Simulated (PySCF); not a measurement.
Cl$_{3}$Ga$_{3}$S$_{3}$

```xyz
9

Ga   -1.5788   -0.3453    1.1864
Cl   -3.3489   -0.7014    2.3241
S    -0.4577   -2.1724    0.7326
Ga    1.1041   -1.5618   -0.6802
Cl    2.0801   -3.2160   -1.6109
S     1.9127    0.3803   -1.2950
Ga    0.5590    1.8882   -0.4575
Cl    1.1402    3.8802   -0.9596
S    -1.2779    1.7788    0.7345
```

Geometry: PBE0-D3(BJ)/def2-SVP.

Level of theory: CAM-B3LYP/def2-SVPD, SCF density, gas phase (PySCF).

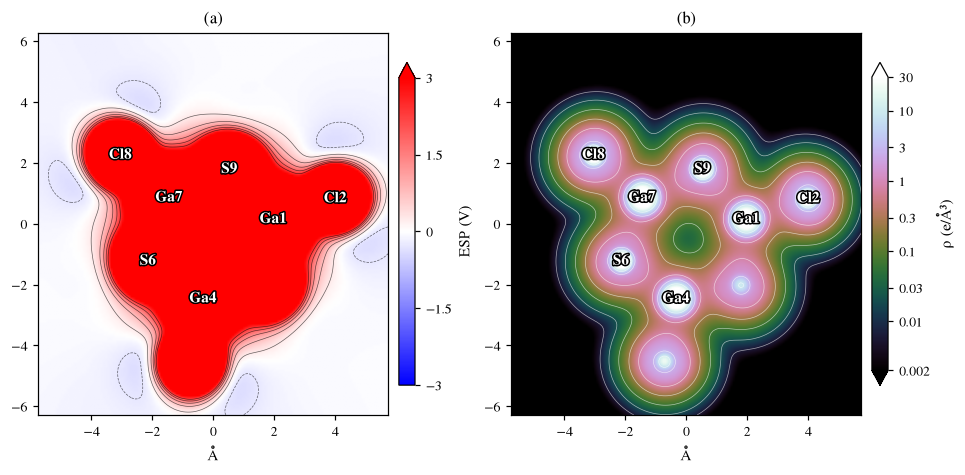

Figure 1. (a) molecular electrostatic potential; (b) total electron density on the plane of atoms S6, Ga7 and S9.

### Describe what can be read from this map.

The plane passes through Ga, Cl and S nuclei. Ga–Cl (2.13 Å): the density is about 0.71 e/Å³ at the midpoint. Ga–S (2.19 Å): ρ at the midpoint is about 0.69 e/Å³. Outside the dense part of the molecule the potential is most negative (−0.4 V) near Cl2 and Cl8.

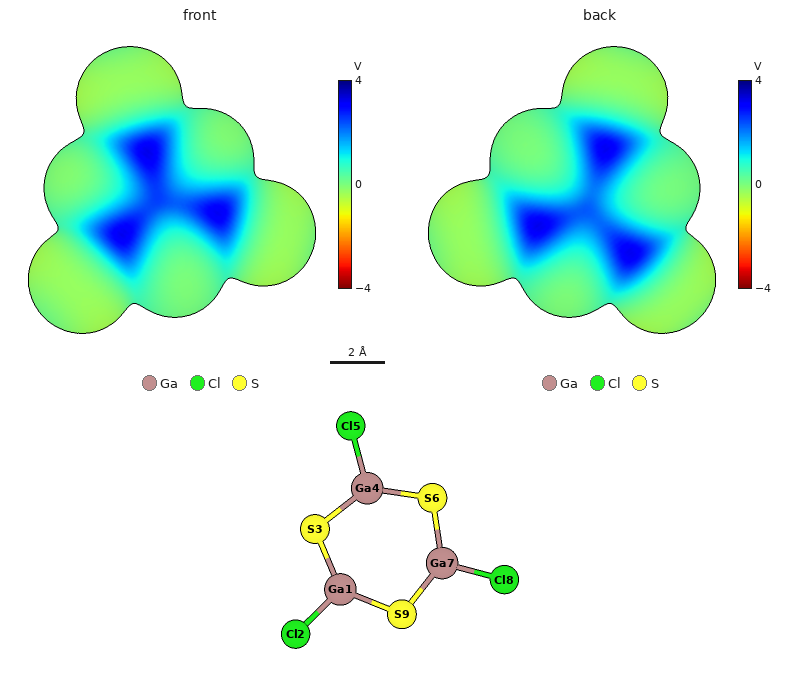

Figure 2. The electrostatic potential painted on the density surface at 0.002 e/bohr³, seen from the front and from behind; red is negative and blue positive. The bare structure is drawn below in the same view.

### Describe the electrostatic potential map.

The most negative region (about −0.4 V) lies over Cl2, Cl5 and Cl8, the most positive (about +3.2 V) over Ga1, Ga4 and Ga7.
